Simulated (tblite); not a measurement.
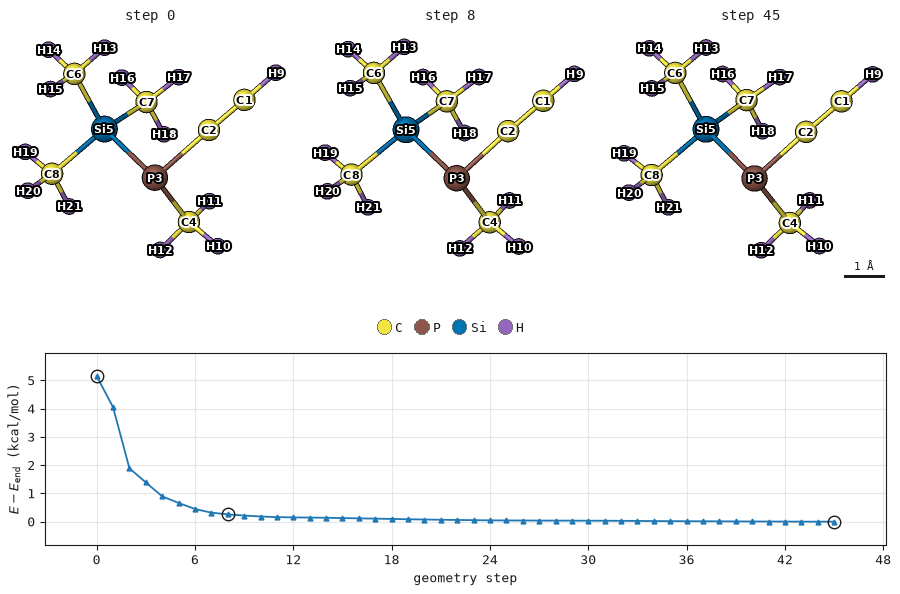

Frames of a relaxation of C₆H₁₃PSi, marked on the history of the run. Style: ball-and-stick. Shown at a tilt.

The calculation used GFN2-xTB geometry optimisation, gas phase in tblite 0.8.0. 

### What happens along the run?

Over 45 geometry steps the energy falls by 5.16 kcal/mol. H18 moves most after the best rigid fit: 0.14 Å. By element the largest moves are H 0.14 Å, C 0.09 Å, P 0.07 Å, Si 0.04 Å. Among the contacts that change: C2–P3 1.839 → 1.759 Å, Si5–C8 1.853 → 1.912 Å, Si5–C6 1.858 → 1.907 Å, Si5–C7 1.869 → 1.916 Å. Bond angles that change, for instance: P3–Si5–C7 109.8° → 114.3°, C1–C2–P3 177.9° → 174.5°, C2–P3–Si5 99.7° → 96.4°. From step 0 to 8: P3 moves most (0.09 Å), energy −4.90 kcal/mol. From step 8 to 45: H18 moves most (0.11 Å), energy −0.26 kcal/mol.
